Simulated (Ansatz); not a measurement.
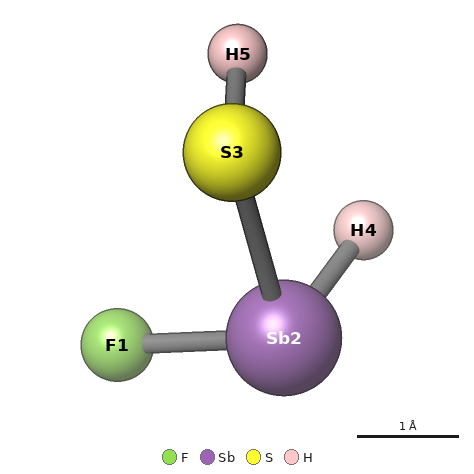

Orthographic view. Depth is shown by fading: the farther an atom, the more it takes the colour of the background. Computed geometry: PBE-D4/def2-SVP optimisation. No frequency run is at hand to confirm it as a minimum.

Write a Z-matrix (Å, degrees) in the order of the atom numbers, with these reference atoms: 2 to 1; 3 to 2, 1; 4 to 2, 1, 3; 5 to 3, 2, 4.

```
F  
Sb   1   1.970
S    2   2.463   1   100.9
H    2   1.747   1    93.2   3   -92.9
H    3   1.362   2    95.6   4    23.5
```
